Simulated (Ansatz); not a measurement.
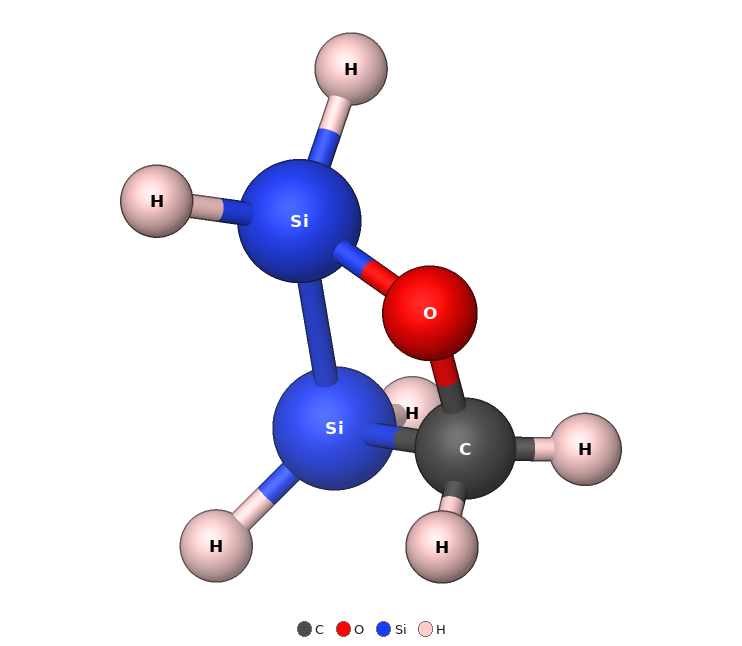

The picture shows the input geometry.

Ansatz 0.2.0 input:

```yaml
crystal:
  periodic: [false, false, false]
  atoms:
    - {symbol: C, position_ang: [-0.729105, 0.649870, -0.584805]}
    - {symbol: O, position_ang: [-0.727850, -0.649753, -0.865894]}
    - {symbol: Si, position_ang: [0.332778, -1.303305, 0.038426]}
    - {symbol: Si, position_ang: [0.522474, 0.729852, 0.668886]}
    - {symbol: H, position_ang: [-0.513567, 1.174115, -1.416416]}
    - {symbol: H, position_ang: [-1.644924, 0.925318, -0.271357]}
    - {symbol: H, position_ang: [1.328514, -1.909562, -0.681214]}
    - {symbol: H, position_ang: [-0.204873, -2.248247, 0.872028]}
    - {symbol: H, position_ang: [0.083134, 1.121552, 1.904479]}
    - {symbol: H, position_ang: [1.629873, 1.463149, 0.338628]}
basis:
  gaussian: {orbitals: def2-SVPD, nuclear_model: gaussian}
hamiltonian: {xc: {name: LC-wPBE}}
output: {forces: true}
```

Command:

```sh
ansatz run in.yaml --threads 2 --pin off --events-out ev --progress --plain --max-ram 4352MiB
```

Output:

```
Functional definition: LC-wPBE
  name "LC-wPBE"
  cite "Vydrov & Scuseria, J. Chem. Phys. 125, 234109 (2006) doi:10.1063/1.2409292"
  cite "Heyd & Scuseria, J. Chem. Phys. 120, 7274 (2004) doi:10.1063/1.1668634"
  cite "Ernzerhof & Perdew, J. Chem. Phys. 109, 3313 (1998) doi:10.1063/1.476928"
  cite "Perdew, Burke & Ernzerhof, Phys. Rev. Lett. 77, 3865 (1996) doi:10.1103/PhysRevLett.77.3865"
  parent pbe
  parameter omega = 0.4/bohr
  exchange = pbe_x_sr(omega) + exact_x_lr(omega)
  correlation = pbe_c
1194 factors; their error is unknown
659 factors; integrals over basis functions are off by at most 8.9e-6 eV
mean field evaluation 1: about -18916.8057 eV, gradient 4.4e1 eV
mean field evaluation 2: about -18916.7322 eV, gradient 4.7e1 eV
mean field evaluation 4: about -18920.5903 eV, gradient 1.7e0 eV
mean field evaluation 8: about -18920.5970 eV, gradient 5.0e-2 eV
mean field evaluation 16: about -18920.5558 eV, gradient 2.6e-5 eV
mean field -18920.55576292 eV, -695.3175994738 hartree, gradient 2.6e-5 eV, S^2 0.000000; 0 other end points of the search recorded, 0 dependent functions left out
the calculation of the forces begins
reference -18920.55576292 eV, -695.3175994741 hartree; 24, 24 occupied and 115, 115 virtual orbitals, 1194 factors
Total energy: -18920.55576292 eV, -695.3175994741 hartree
Atom 0 at    -0.729105     0.649870    -0.584805 Å, force    -0.000862     1.503084     0.326482 eV/Å
Atom 1 at    -0.727850    -0.649753    -0.865894 Å, force    -4.423395    -2.387888    -4.883010 eV/Å
Atom 2 at     0.332778    -1.303305     0.038426 Å, force     3.338393    -2.804175     2.684362 eV/Å
Atom 3 at     0.522474     0.729852     0.668886 Å, force     1.518026     0.749761     1.661832 eV/Å
Atom 4 at    -0.513567     1.174115    -1.416416 Å, force     0.791187     2.478363    -3.388149 eV/Å
Atom 5 at    -1.644924     0.925318    -0.271357 Å, force    -3.807176     1.467425     1.265996 eV/Å
Atom 6 at     1.328514    -1.909562    -0.681214 Å, force     2.239439    -1.352172    -1.514460 eV/Å
Atom 7 at    -0.204873    -2.248247     0.872028 Å, force    -1.109755    -2.092434     1.878668 eV/Å
Atom 8 at     0.083134     1.121552     1.904479 Å, force    -0.958969     0.846659     2.690834 eV/Å
Atom 9 at     1.629873     1.463149     0.338628 Å, force     2.413112     1.591376    -0.722554 eV/Å
Dipole moment:     0.069275     0.202698     0.112329 e Å
```

Self-consistency was reached.
